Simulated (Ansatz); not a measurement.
BH3O2Si

Input

```
crystal:
  periodic: [false, false, false]
  atoms:
    - {symbol: B, position_ang: [-1.088618, 0.030966, -0.477535]}
    - {symbol: O, position_ang: [-0.755936, 0.194188, 0.865089]}
    - {symbol: Si, position_ang: [0.821830, -0.039834, 0.342443]}
    - {symbol: O, position_ang: [0.101803, -0.188694, -1.166429]}
    - {symbol: H, position_ang: [-2.180108, 0.071427, -0.945986]}
    - {symbol: H, position_ang: [1.460780, -1.274080, 0.844825]}
    - {symbol: H, position_ang: [1.701648, 1.138126, 0.491893]}
basis:
  gaussian: {orbitals: def2-TZVPP}
hamiltonian: {xc: pbe0, dispersion: d4}
output: {orbitals: {seedname: orbitals}}
```

Run with:

```sh
ansatz run in.yaml --threads 2 --pin off --events-out ev --progress --plain --max-ram 4352MiB
```

Geometry: PBE0-D4/def2-TZVP.

The calculation used RKS PBE0-D4/def2-TZVPP in Ansatz.

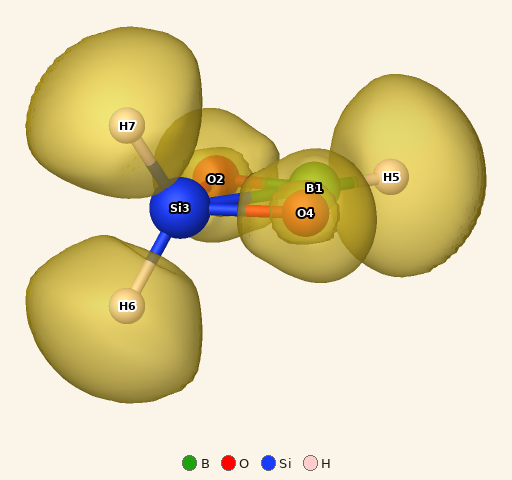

Figure 1. Isosurface of the ELF at 0.75 (yellow), seen at a tilt. Core shells and regions of very low density are left out.

### Describe the localisation domains.

The surface consists of three regions around hydrogen nuclei and two regions on O in which the atom's valence shell and bonds are merged.


B–O (1.39 Å): the ELF peaks at about 0.90 between the atoms (a polar covalent bond). Si–O (1.68 Å): the ELF peaks at about 0.85 between the atoms, as expected for a polar covalent bond.

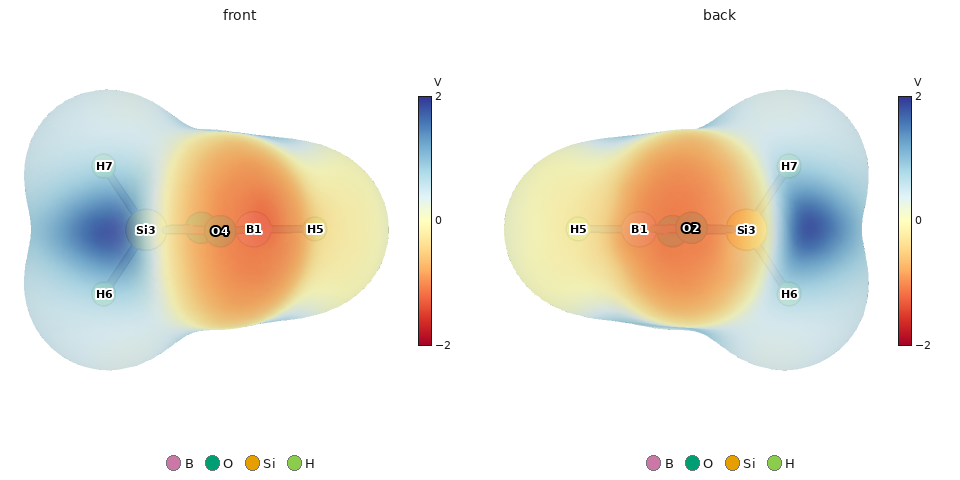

Figure 2. The molecular electrostatic potential painted on the density surface at 0.001 e/bohr³, seen from the front and from behind; red is negative and blue positive.

### Describe the electrostatic potential map.

The most negative region (about −1.1 V) lies over O4, the most positive (about +1.8 V) over Si3.

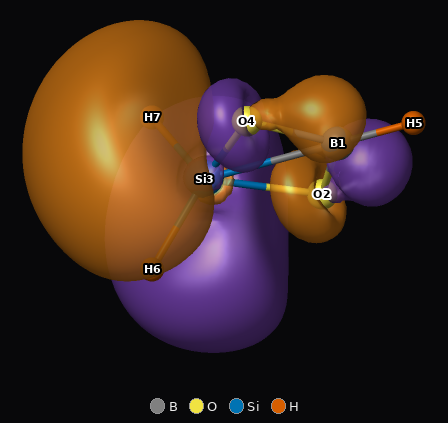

Figure 3. The LUMO at ±0.08 Å⁻³ᐟ² (orange and purple are the two phases), seen at a tilt.

### Where does this orbital lie, and at what energy?

Its weight (Hirshfeld) is mainly on Si3 (about 65 %), H6 (about 10 %), H7 (about 10 %), O2 (about 5 %) and O4 (about 5 %). Its energy is −0.54 eV.
